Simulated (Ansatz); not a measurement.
# Tantalum, fcc under r²SCAN: structure, energy and stiffness

What does r²SCAN give for tantalum in the fcc structure? We relax it, solve it on a dense k-mesh, switch on spin-orbit coupling, then scale the cell to 7 volumes from 88 to 112 % of the relaxed one and try a fit of the equation of state. The k-meshes are 13×13×13 for the relaxation; 21×21×21 for the dense run; 13×13×13 for spin-orbit coupling; 14×14×14 for the volumes.

This is Ta in the fcc structure; at room conditions it is bcc.

Method: DFT r2SCAN, plane waves (500 eV) with PAW, scalar-relativistic; PBE-made PAW files, in Ansatz 0.2.0.

**1. The system as given**

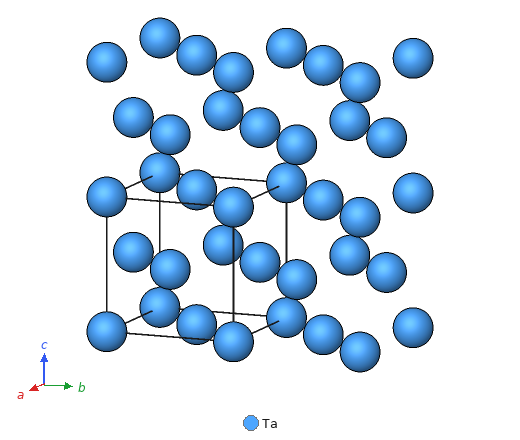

The structure, seen slightly off an axis (tantalum blue). 1×2×2 conventional cells are drawn; the run uses a primitive one. Any atoms on the faces are drawn again on the opposite ones.

Coordinates:

```cif
data_structure
_symmetry_space_group_name_H-M 'P 1'
_symmetry_Int_Tables_number 1
_cell_length_a 2.9451
_cell_length_b 2.9451
_cell_length_c 2.9451
_cell_angle_alpha 60.000
_cell_angle_beta 60.000
_cell_angle_gamma 60.000
_cell_volume 18.06
loop_
_atom_site_label
_atom_site_type_symbol
_atom_site_fract_x
_atom_site_fract_y
_atom_site_fract_z
_atom_site_occupancy
Ta1 Ta 0.00000 0.00000 0.00000 1
```

**2. Relaxation of the cell**

input.yaml reads:

```yaml
crystal:
  lattice:
    - [0.0, 2.0825235034, 2.0825235034]
    - [2.0825235034, 0.0, 2.0825235034]
    - [2.0825235034, 2.0825235034, 0.0]
  atoms:
    - { symbol: Ta, position: [0.0, 0.0, 0.0] }
hamiltonian:
  xc: r2scan
  pseudopotentials:
    kind: paw
    azcp:
      Ta: "pseudopotentials/Ta.paw.azcp"
basis:
  ecutwfc: 500
  fft_grid_basis: typed
kpoints:
  mp_grid: { grid: [13, 13, 13], shift: [0, 0, 0] }
magnetization:
  spin_polarized: false
scf:
  occupations: { method: fermi_dirac, width: 0.1 }
relax:
  max_steps: 60
  f_tol: 0.01
  cell: {}
```

On the command line:

```bash
> ansatz run input.yaml --threads 1 --pin off --max-ram 3584MiB --backend cpu --events-out ev --progress --plain --runs-dir out
```

The log of the run:

```text
Engine: ansatz 0.2.0, x86_64-unknown-linux-gnu
Pseudopotentials: kind: paw
Pseudopotential: Ta, paw, valence charge 13, recommended cutoff 500 eV (meta_gga), <dir>
Functional definition: r2SCAN
  parameter k0 = 0.174
  parameter k1 = 0.065
  parameter a1 = 4.9479
  exchange = r2scan_x(k0 = k0, k1 = k1, a1 = a1)
  correlation = r2scan_c
Crystal: 1 atoms, lattice volume = 18.063 Å³
Basis set: ecut = 500 eV, 459 PW (Γ), exchange–correlation on 96×96×96 points (64 copies of the dense FFT grid, shifted against one another)
Bands: 11, of which v1, the nominal top of the filled ones, is band 7 counted from 1 (6 counted from 0)
Symmetry: 48 space group operations
Space group: Fm-3m (ITA 225), of the structure as read, at distance tolerance 2.6e-5 Å
k-points: 84 of 2197
Non-local potential: Ta, projectors of the file, l = 0: 3, l = 1: 2, l = 2: 2, l = 3: 1
PAW form: soft (Blöchl's): semilocal exchange-correlation on the pseudo side does not see the compensation charge
PAW frozen core: Ta, regenerated for the run's functional (the file was generated under x = pbe(κ = 0.804, μ = 0.2195149727645171), c = pbe(β = 0.06672455060314922))
PAW one-centre angular grid: Ta, 590 points (default); XC on 160 Gauss nodes
Initial density: superposition of atomic densities (neutral atoms: chi_scale 0, normalization atom), corrected by the library's trained network
Initial wavefunctions: pseudopotential atomic-orbital guess
Functional: x = r2scan, c = r2scan; τ floored in thin density (d = 2e-4 eV/Å³)
SCF iter   1: F=—  HF=-9944.063951 eV  |F-HF|=—  |Δ(HF+E_count)|=         —  Δρ=6.64e-3  dr2=2.17e-3  dr2_τ=1.73e-2  ethr=1.77e-3  ⟨swp⟩=5.7  Hψ=5549  notcnv=0
preconditioner: auto → none  [metal: Δε(μ)=0.107 eV  Ē_g=8.587 eV  σ=0.100 eV  W_gap=0.25  n_scr=0 (ndim 8)  ℏωp=19.5 eV  f_vac=0.000  D(μ)=0.97/eV (n_scr^D=14)]
SCF iter   2: F=—  HF=-9944.084367 eV  |F-HF|=—  |Δ(HF+E_count)|=   2.04e-2  Δρ=4.13e-3  dr2=9.87e-4  dr2_τ=2.65e-4  ethr=1.67e-5  ⟨swp⟩=2.4  Hψ=2400  notcnv=0  defer=1
SCF iter   3: F=—  HF=-9944.085415 eV  |F-HF|=—  |Δ(HF+E_count)|=   1.05e-3  Δρ=8.65e-4  dr2=8.56e-5  dr2_τ=2.32e-5  ethr=7.59e-6  ⟨swp⟩=2.0  Hψ=1375  notcnv=0  defer=1
SCF iter   4: F=—  HF=-9944.085453 eV  |F-HF|=—  |Δ(HF+E_count)|=   3.73e-5  Δρ=2.63e-4  dr2=5.61e-6  dr2_τ=1.90e-6  ethr=6.58e-7  ⟨swp⟩=2.7  Hψ=1374  notcnv=0  defer=1
SCF iter   5: F=—  HF=-9944.085455 eV  |F-HF|=—  |Δ(HF+E_count)|=   2.77e-6  Δρ=1.20e-4  dr2=1.14e-6  dr2_τ=3.16e-7  ethr=4.31e-8  ⟨swp⟩=1.0  Hψ=933  notcnv=0  defer=1
SCF iter   6: F=-9944.085456 eV  HF=-9944.085456 eV  |F-HF|=2.62e-10  |Δ(HF+E_count)|=   5.11e-7  Δρ=3.18e-6  dr2=8.52e-10  dr2_τ=6.75e-10  ethr=7.69e-10  ⟨swp⟩=3.0  Hψ=3478  notcnv=0
SCF 1 converged in 6 iterations: F = -9944.085456 eV  dr2 = 8.52e-10
relax step   1: F+E_penalty+E_count = -9944.08545585 eV  Δ(F+E_penalty+E_count) = +0.000e0 eV  max|allowed force component| = 0.000e0 eV/Å  Δτ_max = 0.0000 Å  P = +6.418 GPa  Ω = 18.063 Å³  (6 SCF iters, dr2 threshold 1.00e-7 eV, accepted)
Crystal: 1 atoms, lattice volume = 20.379 Å³
Basis set: ecut = 500 eV, 531 PW (Γ), exchange–correlation on 96×96×96 points (64 copies of the dense FFT grid, shifted against one another)
Initial density: handed on by an earlier stage of this run
Initial wavefunctions: those handed on with the density
iter 1 solved again at ethr=2.99e-5 eV; its pass at ethr=3.10e-3 eV (dr2=3.89e-3 eV) is discarded
SCF iter   1: F=—  HF=-9943.756402 eV  |F-HF|=—  |Δ(HF+E_count)|=         —  Δρ=4.23e-3  dr2=3.25e-3  dr2_τ=1.78e-1  ethr=2.99e-5  ⟨swp⟩=1.4  Hψ=7061  notcnv=0
preconditioner: auto → none  [metal: Δε(μ)=0.034 eV  Ē_g=7.554 eV  σ=0.100 eV  W_gap=0.09  n_scr=8 (ndim 8)  ℏωp=18.4 eV  f_vac=0.000  D(μ)=1.19/eV (n_scr^D=14)]
SCF iter   2: F=—  HF=-9944.004678 eV  |F-HF|=—  |Δ(HF+E_count)|=   2.48e-1  Δρ=2.52e-3  dr2=5.31e-4  dr2_τ=1.04e-4  ethr=2.50e-5  ⟨swp⟩=2.0  Hψ=1852  notcnv=0
SCF iter   3: F=—  HF=-9944.005522 eV  |F-HF|=—  |Δ(HF+E_count)|=   8.44e-4  Δρ=1.16e-3  dr2=1.05e-4  dr2_τ=2.49e-5  ethr=4.08e-6  ⟨swp⟩=2.4  Hψ=1280  notcnv=0
SCF iter   4: F=—  HF=-9944.005713 eV  |F-HF|=—  |Δ(HF+E_count)|=   1.92e-4  Δρ=2.23e-4  dr2=4.66e-6  dr2_τ=1.50e-6  ethr=8.07e-7  ⟨swp⟩=3.0  Hψ=1450  notcnv=0
SCF iter   5: F=—  HF=-9944.005719 eV  |F-HF|=—  |Δ(HF+E_count)|=   5.62e-6  Δρ=5.96e-5  dr2=3.82e-7  dr2_τ=3.39e-8  ethr=3.58e-8  ⟨swp⟩=2.7  Hψ=1397  notcnv=0
SCF iter   6: F=-9944.005719 eV  HF=-9944.005719 eV  |F-HF|=7.05e-9  |Δ(HF+E_count)|=   2.66e-7  Δρ=9.55e-6  dr2=9.00e-9  dr2_τ=7.89e-10  ethr=7.69e-10  ⟨swp⟩=4.6  Hψ=2902  notcnv=0
SCF 2 converged in 6 iterations: F = -9944.005719 eV  dr2 = 9.00e-9
relax step   2: F+E_penalty+E_count = -9944.00571934 eV  Δ(F+E_penalty+E_count) = +7.974e-2 eV  max|allowed force component| = 0.000e0 eV/Å  Δτ_max = 0.0000 Å  P = -15.258 GPa  Ω = 20.379 Å³  energy of the carried Pulay correction = -8.125e-4 eV  (6 SCF iters, dr2 threshold 1.00e-7 eV, rejected (line search))
Crystal: 1 atoms, lattice volume = 18.692 Å³
iter 1 solved again at ethr=1.73e-5 eV; its pass at ethr=3.10e-3 eV (dr2=2.25e-3 eV) is discarded
SCF iter   1: F=—  HF=-9943.981965 eV  |F-HF|=—  |Δ(HF+E_count)|=         —  Δρ=3.64e-3  dr2=2.28e-3  dr2_τ=8.23e-2  ethr=1.73e-5  ⟨swp⟩=1.0  Hψ=7330  notcnv=0
preconditioner: auto → none  [metal: Δε(μ)=0.091 eV  Ē_g=8.296 eV  σ=0.100 eV  W_gap=0.22  n_scr=0 (ndim 8)  ℏωp=19.2 eV  f_vac=0.000  D(μ)=1.01/eV (n_scr^D=14)]
SCF iter   2: F=—  HF=-9944.095259 eV  |F-HF|=—  |Δ(HF+E_count)|=   1.13e-1  Δρ=1.82e-3  dr2=2.67e-4  dr2_τ=1.45e-4  ethr=1.73e-5  ⟨swp⟩=2.8  Hψ=1950  notcnv=0
SCF iter   3: F=—  HF=-9944.095791 eV  |F-HF|=—  |Δ(HF+E_count)|=   5.32e-4  Δρ=1.11e-3  dr2=9.45e-5  dr2_τ=1.59e-5  ethr=2.05e-6  ⟨swp⟩=2.5  Hψ=1408  notcnv=0
SCF iter   4: F=—  HF=-9944.095959 eV  |F-HF|=—  |Δ(HF+E_count)|=   1.68e-4  Δρ=8.50e-5  dr2=6.66e-7  dr2_τ=1.99e-7  ethr=7.27e-7  ⟨swp⟩=2.0  Hψ=1371  notcnv=0
SCF iter   5: F=—  HF=-9944.095962 eV  |F-HF|=—  |Δ(HF+E_count)|=   3.65e-6  Δρ=1.28e-5  dr2=1.45e-8  dr2_τ=1.87e-9  ethr=5.12e-9  ⟨swp⟩=2.1  Hψ=1373  notcnv=0
SCF iter   6: F=—  HF=-9944.095962 eV  |F-HF|=—  |Δ(HF+E_count)|=   9.16e-9  Δρ=1.36e-6  dr2=3.30e-10  dr2_τ=2.58e-10  ethr=1.11e-10  ⟨swp⟩=2.7  Hψ=1539  notcnv=0
SCF iter   7: F=—  HF=-9944.095962 eV  |F-HF|=—  |Δ(HF+E_count)|=  1.53e-10  Δρ=4.90e-7  dr2=2.87e-11  dr2_τ=3.60e-12  ethr=2.54e-12  ⟨swp⟩=2.2  Hψ=1378  notcnv=0
SCF iter   8: F=-9944.095962 eV  HF=-9944.095962 eV  |F-HF|=3.64e-12  |Δ(HF+E_count)|=  1.09e-11  Δρ=1.27e-7  dr2=1.49e-12  dr2_τ=4.97e-13  ethr=1.00e-12  ⟨swp⟩=5.2  Hψ=3352  notcnv=0
SCF 3 converged in 8 iterations: F = -9944.095962 eV  dr2 = 1.49e-12
relax step   3: F+E_penalty+E_count = -9944.09596243 eV  Δ(F+E_penalty+E_count) = -1.051e-2 eV  max|allowed force component| = 0.000e0 eV/Å  Δτ_max = 0.0000 Å  P = -0.758 GPa  Ω = 18.692 Å³  energy of the carried Pulay correction = -2.307e-4 eV  (8 SCF iters, accepted)
Crystal: 1 atoms, lattice volume = 18.624 Å³
iter 1 solved again at ethr=4.47e-8 eV; its pass at ethr=3.10e-3 eV (dr2=5.82e-6 eV) is discarded
SCF iter   1: F=—  HF=-9944.095922 eV  |F-HF|=—  |Δ(HF+E_count)|=         —  Δρ=1.58e-4  dr2=4.28e-6  dr2_τ=1.58e-4  ethr=4.47e-8  ⟨swp⟩=2.2  Hψ=6407  notcnv=0
preconditioner: auto → none  [metal: Δε(μ)=0.107 eV  Ē_g=8.328 eV  σ=0.100 eV  W_gap=0.26  n_scr=0 (ndim 8)  ℏωp=19.2 eV  f_vac=0.000  D(μ)=1.00/eV (n_scr^D=14)]
SCF iter   2: F=—  HF=-9944.096155 eV  |F-HF|=—  |Δ(HF+E_count)|=   2.33e-4  Δρ=7.86e-5  dr2=4.47e-7  dr2_τ=1.97e-7  ethr=3.29e-8  ⟨swp⟩=2.2  Hψ=1510  notcnv=0
SCF iter   3: F=—  HF=-9944.096156 eV  |F-HF|=—  |Δ(HF+E_count)|=   1.01e-6  Δρ=4.40e-5  dr2=1.38e-7  dr2_τ=2.67e-8  ethr=7.69e-10  ⟨swp⟩=4.9  Hψ=2976  notcnv=0
SCF iter   4: F=-9944.096156 eV  HF=-9944.096156 eV  |F-HF|=1.49e-10  |Δ(HF+E_count)|=   2.68e-7  Δρ=1.76e-6  dr2=2.87e-10  dr2_τ=3.43e-10  ethr=7.69e-10  ⟨swp⟩=4.3  Hψ=2844  notcnv=0
SCF 4 converged in 4 iterations: F = -9944.096156 eV  dr2 = 2.87e-10
relax step   4: F+E_penalty+E_count = -9944.09615612 eV  Δ(F+E_penalty+E_count) = -1.937e-4 eV  max|allowed force component| = 0.000e0 eV/Å  Δτ_max = 0.0000 Å  P = -0.030 GPa  Ω = 18.624 Å³  energy of the carried Pulay correction = -2.060e-4 eV  (4 SCF iters, dr2 threshold 1.00e-7 eV, accepted)
Initial wavefunctions: pseudopotential atomic-orbital guess (no wavefunctions were taken with the density)
iter 1 solved again at ethr=3.38e-8 eV; its pass at ethr=3.10e-3 eV (dr2=4.40e-6 eV) is discarded
SCF iter   1: F=—  HF=-9944.096372 eV  |F-HF|=—  |Δ(HF+E_count)|=         —  Δρ=1.14e-4  dr2=1.46e-7  dr2_τ=1.28e-6  ethr=3.38e-8  ⟨swp⟩=3.4  Hψ=8215  notcnv=0
preconditioner: auto → none  [metal: Δε(μ)=0.107 eV  Ē_g=8.327 eV  σ=0.100 eV  W_gap=0.26  n_scr=0 (ndim 8)  ℏωp=19.2 eV  f_vac=0.000  D(μ)=1.00/eV (n_scr^D=14)]
SCF iter   2: F=—  HF=-9944.096373 eV  |F-HF|=—  |Δ(HF+E_count)|=   1.34e-6  Δρ=5.68e-5  dr2=3.47e-8  dr2_τ=1.61e-7  ethr=1.13e-9  ⟨swp⟩=2.6  Hψ=1309  notcnv=0
SCF iter   3: F=—  HF=-9944.096374 eV  |F-HF|=—  |Δ(HF+E_count)|=   9.95e-7  Δρ=3.05e-6  dr2=3.08e-10  dr2_τ=4.47e-10  ethr=2.67e-10  ⟨swp⟩=3.0  Hψ=1459  notcnv=0
SCF iter   4: F=—  HF=-9944.096374 eV  |F-HF|=—  |Δ(HF+E_count)|=   2.02e-9  Δρ=4.09e-7  dr2=2.14e-11  dr2_τ=7.27e-12  ethr=2.37e-12  ⟨swp⟩=2.6  Hψ=1475  notcnv=0
SCF iter   5: F=-9944.096374 eV  HF=-9944.096374 eV  |F-HF|=0.00e0  |Δ(HF+E_count)|=  7.28e-12  Δρ=7.49e-8  dr2=2.71e-13  dr2_τ=2.01e-13  ethr=1.00e-12  ⟨swp⟩=5.7  Hψ=3419  notcnv=0
SCF 5 converged in 5 iterations: F = -9944.096374 eV  dr2 = 2.71e-13
relax step   5: F+E_penalty+E_count = -9944.09637403 eV  Δ(F+E_penalty+E_count) = -2.179e-4 eV  max|allowed force component| = 0.000e0 eV/Å  Δτ_max = 0.0000 Å  P = -0.025 GPa  Ω = 18.624 Å³  stress off target by 2.46e-2 GPa  SCF on the basis re-selected at this cell (its energy is not comparable with the rows above)  (5 SCF iters)
basis re-selected at this cell: Δ(F+E_penalty+E_count) = -2.179e-4 eV, ΔP = +0.005 GPa vs the last step (what re-selecting the basis moved, of the pressure what is left beyond the Pulay correction that the steps carried, after the strain that the cell walked since its last selection, with what the two solves' SCF thresholds leave and, on support functions, any second-order correction that the steps lacked; it is no measure of the basis error at this ecutwfc). This SCF's stress stands 2.46e-2 GPa from its target on what of the cell is left free (relax.cell.stress_tol is 5.00e-2 GPa) and its largest allowed force component is 0.00e0 eV/Å (relax.f_tol is 1.00e-2 eV/Å): within both
SCF converged after 5 iterations
Free energy (F): -9944.096374 eV
Harris-Foulkes:  -9944.096374 eV  (|F-HF|=0.00e0)
Internal energy: -9944.062201 eV  (E = F + TS)
E sigma→0 (E₀):  -9944.079287 eV
Entropy (-TS):   -0.034173 eV (-34.173 meV/atom)
Fermi energy:    18.207227 eV
--- Per-component energies (eV) ---
  E_band       = -125.770501
  E_kinetic    = 365.986203
  E_local      = -566.316472  (includes V_loc(G=0)·N_el)
  E_nonlocal   = 14.352314
  E_hartree    = 195.288592
  E_xc         = -204.079017
  E_vxc        = -221.461270  (∫ρ·V_xc dr)
  E_paw        = -8422.690799  (= ΣΔE_a)
  E_vpaw       = -120.020807  (= ΣTr[D̂ρ^β])
  E_aug_tail   = 0.000085  (compensation charges beyond the density's cutoff)
  E_vtau       = 11.112267  (kinetic-family band-sum trace: ∫τ·v_τ [+ j·A + Jᵃ·Aᵃ] dr)
  E_ewald      = -1325.846828
  E_core_change = -0.756280  (= ΣΔE_core)
  E_smearing   = -0.034173  (= −TS)
  E_closure    = 0.000000  (closes the sum)
  Σ components = -9944.096374   (vs F -9944.096374, Δ=0.00e0)
--- Forces (eV/Å), atoms counted from 1 ---
  atom   1  Ta    -0.00000000    -0.00000000     0.00000000
  max |Σ_I F_I| component: 2.47e-32 eV/Å
--- Stress (GPa, compression-positive) ---
       -0.024572       0.000000      -0.000000
        0.000000      -0.024572       0.000000
       -0.000000       0.000000      -0.024572
  P = ⅓ Tr σ = -0.0246 GPa (-0.246 kbar)
--- Relaxed structure (4 steps of the walk, 3 accepted, 1 SCFs on fresh bases) ---
  F+E_penalty+E_count = -9944.09637403 eV   max|allowed force component| = 0.000e0 eV/Å   (the final SCF, on the basis selected at the relaxed cell)
  cell:  # Å, volume = 18.6236 Å³
    - [1.146458563421495e-34, 2.1038338315837013, 2.1038338315837013]
    - [2.1038338315837013, 1.1783049265871183e-34, 2.1038338315837013]
    - [2.1038338315837013, 2.1038338315837013, -4.1399897767276674e-35]
  atoms:
    - { symbol: Ta, position: [0.0, 0.0, 0.0] }
```

Run time: 19 s. Hardware: 1 thread of Intel Xeon Platinum 8259CL at 2.50GHz (Skylake/Cascade Lake), shared host; peak memory 0.54 GiB.

The steps of the relaxation:

```
step  energy change (meV/atom)  largest force (eV/Å)  pressure (GPa)  volume (Å³/atom)  accepted
   1                      0.00                0.0000            6.42            18.063       yes
   2                     79.74                0.0000          -15.26            20.379        no
   3                    -10.51                0.0000           -0.76            18.692       yes
   4                    -10.70                0.0000           -0.03            18.624       yes
   5                    -10.92                0.0000           -0.02            18.624       yes
```

Steps that repeat a cell are solved on a basis chosen anew, so their changes of energy are no gain of the relaxation.

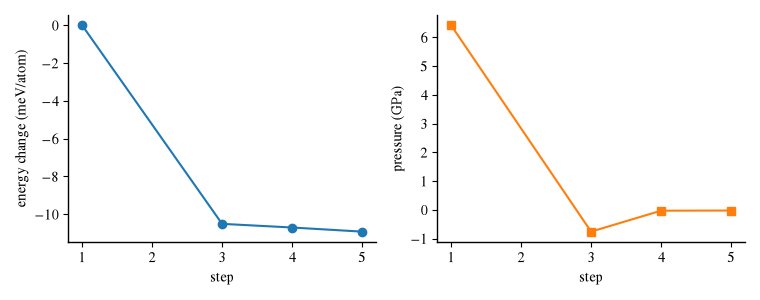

Energy and pressure over the accepted steps.

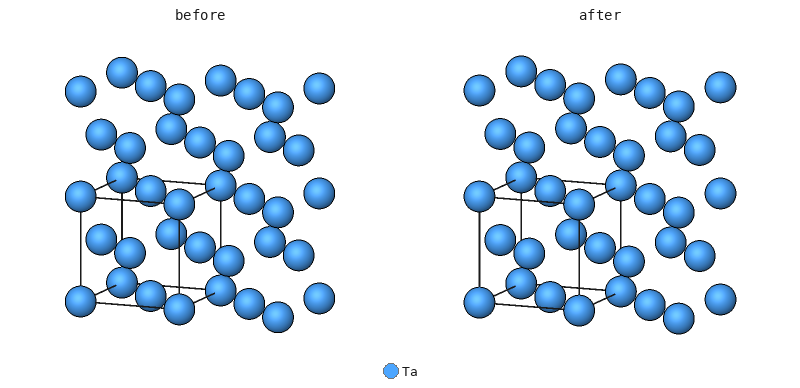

Before and after, at one scale. The cells drawn are those of the first picture.

Changes in the cell that was computed:

|  | before | after | change |
| --- | --- | --- | --- |
| a (Å) | 2.945 | 2.975 | +1.0 % |
| b (Å) | 2.945 | 2.975 | +1.0 % |
| c (Å) | 2.945 | 2.975 | +1.0 % |
| volume (Å³/atom) | 18.063 | 18.624 | +3.1 % |
| shortest distance (Å) | 2.945 | 2.975 | +1.0 % |
| space group (spins left aside) | Fm-3m | Fm-3m | same |

**3. Dense single point**

input.yaml reads:

```yaml
crystal:
  lattice:
    - [0.0, 2.1038338316, 2.1038338316]
    - [2.1038338316, 0.0, 2.1038338316]
    - [2.1038338316, 2.1038338316, 0.0]
  atoms:
    - { symbol: Ta, position: [0.0, 0.0, 0.0] }
hamiltonian:
  xc: r2scan
  pseudopotentials:
    kind: paw
    azcp:
      Ta: "pseudopotentials/Ta.paw.azcp"
basis:
  ecutwfc: 500
  fft_grid_basis: typed
kpoints:
  mp_grid: { grid: [21, 21, 21], shift: [0, 0, 0] }
magnetization:
  spin_polarized: false
scf:
  occupations: { method: fermi_dirac, width: 0.1 }
```

On the command line:

```bash
> ansatz run input.yaml --threads 1 --pin off --max-ram 3584MiB --backend cpu --events-out ev --progress --plain --runs-dir out
```

The log of the run (excerpt; [...] marks lines left out):

```text
[...]
Pseudopotentials: kind: paw
Pseudopotential: Ta, paw, valence charge 13, recommended cutoff 500 eV (meta_gga), <dir>
Functional definition: r2SCAN
[...]
Crystal: 1 atoms, lattice volume = 18.624 Å³
Basis set: ecut = 500 eV, 459 PW (Γ), exchange–correlation on 96×96×96 points (64 copies of the dense FFT grid, shifted against one another)
Bands: 11, of which v1, the nominal top of the filled ones, is band 7 counted from 1 (6 counted from 0)
Symmetry: 48 space group operations
Space group: Fm-3m (ITA 225), of the structure as read, at distance tolerance 2.7e-5 Å
k-points: 286 of 9261
[...]
SCF iter   1: F=—  HF=-9944.074968 eV  |F-HF|=—  |Δ(HF+E_count)|=         —  Δρ=6.68e-3  dr2=2.41e-3  dr2_τ=1.59e-2  ethr=1.77e-3  ⟨swp⟩=5.8  Hψ=18926  notcnv=0
[...]
SCF iter   6: F=-9944.094227 eV  HF=-9944.094227 eV  |F-HF|=1.80e-9  |Δ(HF+E_count)|=   5.62e-7  Δρ=7.71e-6  dr2=5.38e-9  dr2_τ=1.64e-10  ethr=7.69e-10  ⟨swp⟩=1.0  Hψ=9299  notcnv=0
[...]
SCF converged after 6 iterations
Free energy (F): -9944.094227 eV
[...]
E sigma→0 (E₀):  -9944.075921 eV
Entropy (-TS):   -0.036612 eV (-36.612 meV/atom)
Fermi energy:    18.206972 eV
[...]
```

It took 9 s on 1 thread of Intel Xeon Platinum 8259CL at 2.50GHz (Skylake/Cascade Lake), shared host; peak memory 0.56 GiB.

[end of part 1 of 2]
